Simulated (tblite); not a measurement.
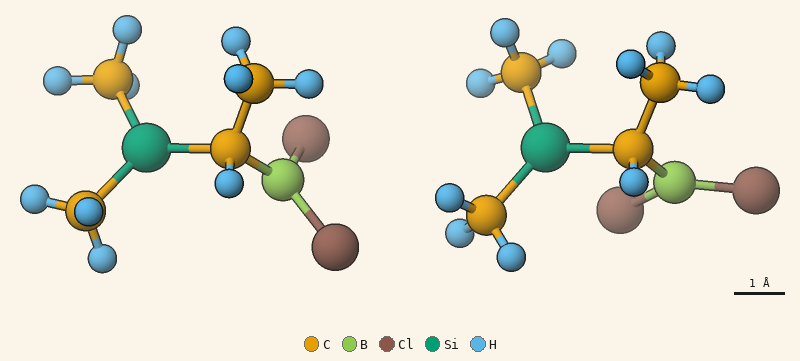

Two geometries of C4H10BCl2Si (charge +1), drawn at one scale. One is the start of a relaxation, the other its converged end. The picture is a ball-and-stick view, seen at a tilt.

Theory: tblite 0.8.0, GFN2-xTB geometry optimisation, gas phase. 

Which one is relaxed?

The right one is the relaxed one. The energy falls by 21.8 kcal/mol in 203 geometry steps. The atom that moves furthest after the best rigid fit is a Cl atom (2.27 Å). By element the largest moves are Cl 2.27 Å, H 1.16 Å, C 0.24 Å, B 0.20 Å, Si 0.06 Å. Near-neighbour distances that change, for instance: Cl–Si 3.735 → 2.618 Å, B–Cl 1.840 → 1.668 Å, C–Si 1.851 → 1.925 Å, B–Cl 1.846 → 1.777 Å. Among the angles between lasting bonds that change: C–B–Cl 122.2° → 109.5°, C–B–Cl 117.9° → 128.7°, B–C–Si 111.6° → 102.2°. Groups turn about B–C by about 70°, C–Si by about 55°, C–Si by about 45°.
